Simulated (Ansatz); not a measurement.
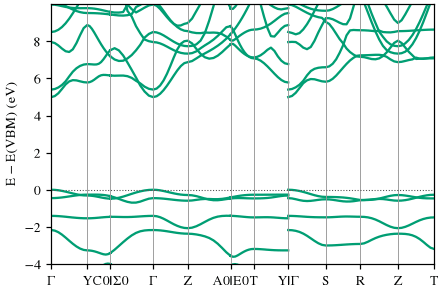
Fig. 1. Band structure from r²SCAN in the plane-wave PAW code Ansatz

### Question
Read off the gap and where the band edges lie.

### Answer
About 5.0 eV (4.99 eV by a search for the band edges); maximum at Γ, minimum at Γ.

The material is CsH$_{3}$O$_{2}$ in space group Amm2 (No. 38; Pearson symbol oS12).

The first step of the workflow began from a Materials Project structure, measured or hypothetical; the Crystallography Open Database copy checked does not list it. COD files the formula under space group No. 141. Whether it is the stable phase at ambient conditions was not checked. The r²SCAN relaxation kept the symmetry of its start; whether a distortion lowers the energy is not shown. Scalar-relativistic: spin–orbit coupling is off unless named, which matters more the heavier the elements.

Potentials: the later of the program's two PAW sets.
